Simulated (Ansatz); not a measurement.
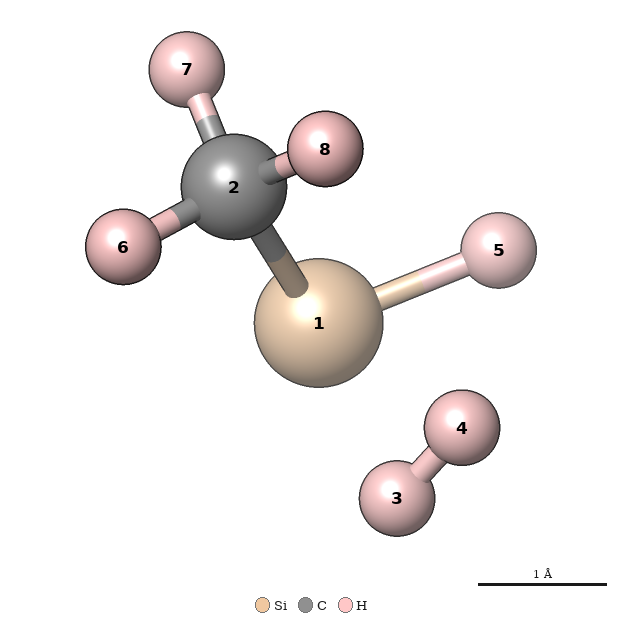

Orthographic view. Depth is shown by fading: the farther an atom, the more it takes the colour of the background. Computed geometry: PBE0-D4/def2-TZVP optimisation.

List the bonded neighbours of every atom.

Si1: C2, H5
C2: Si1, H6, H7, H8
H3: H4
H4: H3
H5: Si1
H6: C2
H7: C2
H8: C2
